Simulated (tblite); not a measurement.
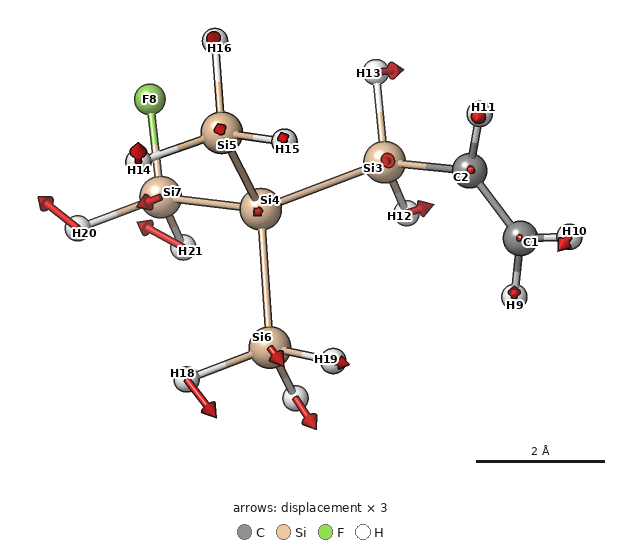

This is a relaxation of C2H13FSi5. The starting structure is drawn; red arrows show the displacements, 3 times their true length. The two geometries are superimposed by the best rigid fit.

Style: ball-and-stick. Shown at a tilt.

Theory: GFN2-xTB geometry optimisation, gas phase (tblite 0.8.0). 

> Atoms of which element are displaced furthest, and by how much?

Hydrogen: up to 0.34 Å, against 0.16 Å for silicon.

> What happened in the run?

The energy falls by 11.8 kcal/mol in 73 geometry steps. The largest move after the best rigid fit is that of an H atom, 0.34 Å. By element the largest moves are H 0.34 Å, Si 0.16 Å, C 0.04 Å, F 0.01 Å. Among the contacts that change: Si–Si 2.242 → 2.362 Å, Si–Si 2.232 → 2.333 Å, Si–Si 2.248 → 2.344 Å, C–Si 1.811 → 1.882 Å. Bond angles that change, for instance: Si–Si–H 110.3° → 118.8°, Si–Si–H 110.7° → 118.4°, F–Si–H 108.8° → 102.2°.
